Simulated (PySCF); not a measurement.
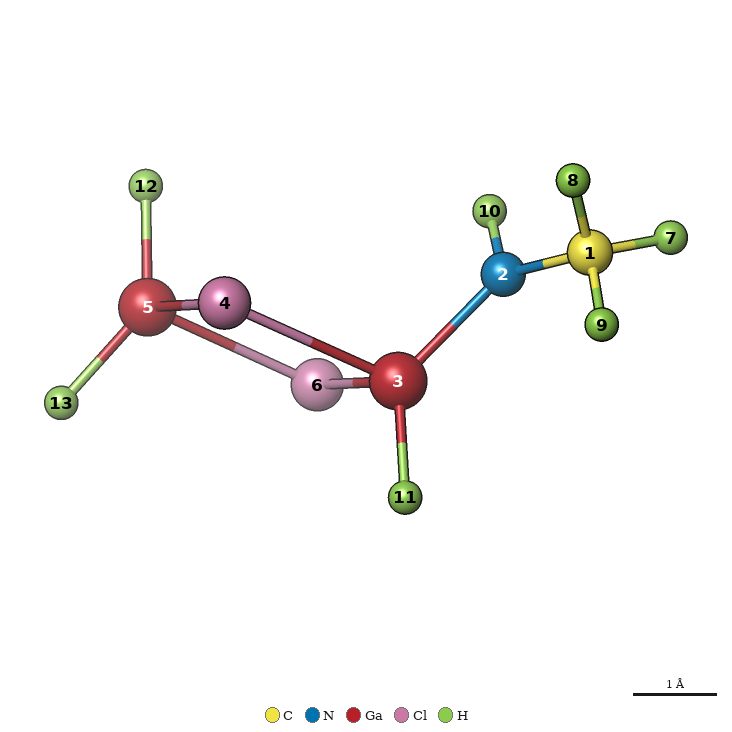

Orthographic view. Depth is shown by fading: the farther an atom, the more it takes the colour of the background. The computed structure is the end point of a PBE0-D3(BJ)/def2-SVP optimisation. No frequency run is at hand to confirm it as a minimum.

Write the connection table.

C1: N2, H7, H8, H9
N2: C1, Ga3, H10
Ga3: N2, Cl4, Cl6, H11
Cl4: Ga3, Ga5
Ga5: Cl4, Cl6, H12, H13
Cl6: Ga3, Ga5
(terminal hydrogens appear only as neighbours)
